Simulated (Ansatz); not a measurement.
# B3LYP/6-31G(d) (Cartesian functions) run of C2H7NOSi (SMILES N[Si]1(O)CC1)

Aim: the vertical ionisation energy of C2H7NOSi at B3LYP/6-31G* (Cartesian functions), from 2 runs. 

The results are computed with Ansatz 0.2.0.

72 further runs of the same task are left out: 72 set aside as unsound or not needed. Runs told in other sessions of the task aren't counted.

### Step 1. The molecule

C2H7NOSi has 12 atoms, charge 0, and is taken as a singlet. SMILES: `N[Si]1(O)CC1`. The shape is that of a PBE0-D4/def2-TZVP optimisation. This is one conformer, not always the lowest.

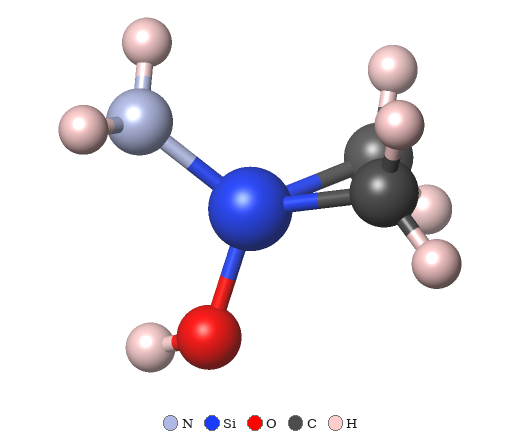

The structure, seen from a chosen angle (nitrogen light blue, silicon blue, oxygen red, carbon dark grey, hydrogen pink).

### Step 2. A single-point energy at B3LYP/6-31G(d) (Cartesian functions)

input.yaml

```yaml
crystal:
  periodic: [false, false, false]
  atoms:
    - {symbol: "N", position_ang: [-1.526600, -0.226600, 1.088800]}
    - {symbol: Si, position_ang: [0.054700, -0.215700, 0.451700]}
    - {symbol: O, position_ang: [1.088500, -0.992400, 1.459500]}
    - {symbol: C, position_ang: [0.802600, 1.075400, -0.583000]}
    - {symbol: C, position_ang: [0.278500, -0.220100, -1.352700]}
    - {symbol: H, position_ang: [-1.738500, 0.210300, 1.971300]}
    - {symbol: H, position_ang: [-2.314600, -0.202800, 0.463100]}
    - {symbol: H, position_ang: [0.770000, -1.825800, 1.812300]}
    - {symbol: H, position_ang: [0.262900, 1.988900, -0.815300]}
    - {symbol: H, position_ang: [1.878900, 1.218600, -0.612900]}
    - {symbol: H, position_ang: [-0.543500, -0.047500, -2.042300]}
    - {symbol: H, position_ang: [1.064100, -0.817500, -1.806500]}
basis:
  gaussian: {orbitals: "6-31G*"}
magnetization: {spin_polarized: false}
hamiltonian: {xc: {name: B3LYP}}
accuracy: high
output: {orbitals: {seedname: orbitals}}
```

The run is started by

```
$ ansatz run input.yaml --threads 1 --pin off --max-ram 2610MiB --events-out events.jsonl --progress --plain --runs-dir runs
```

Log:

```text
Warning: RAYON_NUM_THREADS=1 ignored (pool sized by the plan → 1); use --threads N
Functional definition: B3LYP
  name "B3LYP"
  parameter a0 = 0.2
  parameter ax = 0.72
  parameter ac = 0.81
  exchange = (1 - a0 - ax)*slater_x + ax*b88_x + a0*exact_x
  correlation = (1 - ac)*vwn_rpa_c + ac*lyp_c
2178 factors; integrals over basis functions are off by at most 3.7e-9 eV
mean field evaluation 1: about -13589.0898 eV, gradient 8.4e1 eV
mean field evaluation 2: about -13578.3753 eV, gradient 1.1e2 eV
mean field evaluation 4: about -13603.1191 eV, gradient 4.9e0 eV
mean field evaluation 8: about -13603.3476 eV, gradient 9.7e-2 eV
mean field evaluation 16: about -13603.3477 eV, gradient 6.5e-5 eV
mean field -13603.34765533 eV, -499.9138056531 hartree, gradient 1.7e-8 eV, S^2 0.000000; 0 other end points of the search recorded, 0 dependent functions left out
reference -13603.34769471 eV, -499.9138071004 hartree; 24, 24 occupied and 69, 69 virtual orbitals, 2178 factors
Total energy: -13603.34769471 eV, -499.9138071004 hartree
```

Run time: 12 s. Hardware: 1 thread of Arm Neoverse V1, shared host; peak memory 0.34 GiB.

### Step 3. The doublet cation

Changes to input.yaml since step 2:

```diff
@@ -3,3 +3,3 @@
   atoms:
-    - {symbol: "N", position_ang: [-1.526600, -0.226600, 1.088800]}
+    - {symbol: N, position_ang: [-1.526600, -0.226600, 1.088800]}
     - {symbol: Si, position_ang: [0.054700, -0.215700, 0.451700]}
@@ -17,5 +17,6 @@
   gaussian: {orbitals: "6-31G*"}
-magnetization: {spin_polarized: false}
+total_charge: 1
+accuracy: high
+magnetization: {spin_polarized: true, initial_magnetization: 1}
 hamiltonian: {xc: {name: B3LYP}}
-accuracy: high
 output: {orbitals: {seedname: orbitals}}
```

The run is started by

```
$ ansatz run input.yaml --threads 1 --pin off --max-ram 2610MiB --events-out events.jsonl --progress --plain --runs-dir runs
```

Log, cut to the lines that bear on the results:

```text
Warning: RAYON_NUM_THREADS=1 ignored (pool sized by the plan → 1); use --threads N
[... 7 set-up lines as earlier in the session ...]
2173 factors; integrals over basis functions are off by at most 4.0e-9 eV
mean field evaluation 1: about -13575.7926 eV, gradient 7.1e1 eV
mean field evaluation 2: about -13551.7236 eV, gradient 1.0e2 eV
mean field evaluation 4: about -13594.7372 eV, gradient 5.2e0 eV
mean field evaluation 8: about -13595.0436 eV, gradient 9.3e-1 eV
mean field evaluation 16: about -13595.0486 eV, gradient 5.1e-3 eV
mean field evaluation 32: about -13595.0486 eV, gradient 1.8e-8 eV
mean field -13595.04859749 eV, -499.6088209030 hartree, gradient 1.8e-8 eV, S^2 0.754330; 0 other end points of the search recorded, 0 dependent functions left out
reference -13595.04863619 eV, -499.6088223252 hartree; 24, 23 occupied and 69, 70 virtual orbitals, 2173 factors
Total energy: -13595.04863619 eV, -499.6088223252 hartree
```

It took 25 s on 1 thread of Arm Neoverse V1, shared host; peak memory 0.49 GiB.

### Step 4. Results

At B3LYP/6-31G* (Cartesian functions):

| quantity | value |
| --- | --- |
| singlet C2H7NOSi: total energy | -499.91381 Eh |
| singlet C2H7NOSi: HOMO energy | -5.90 eV |
| singlet C2H7NOSi: LUMO energy | 1.06 eV |
| singlet C2H7NOSi: HOMO–LUMO gap | 6.96 eV |
| doublet cation: total energy | -499.60882 Eh |
| doublet cation: HOMO energy (highest over α and β) | -13.03 eV |
| doublet cation: LUMO energy (lowest over α and β) | -10.68 eV |
| doublet cation: ⟨S²⟩ | 0.754 |
| vertical ionisation energy (to the doublet cation) | 8.299 eV |

Removing an electron at fixed nuclei costs 8.30 eV (191 kcal/mol). −ε(HOMO) before ionisation, 5.90 eV, is 2.39 eV below this ionisation energy.
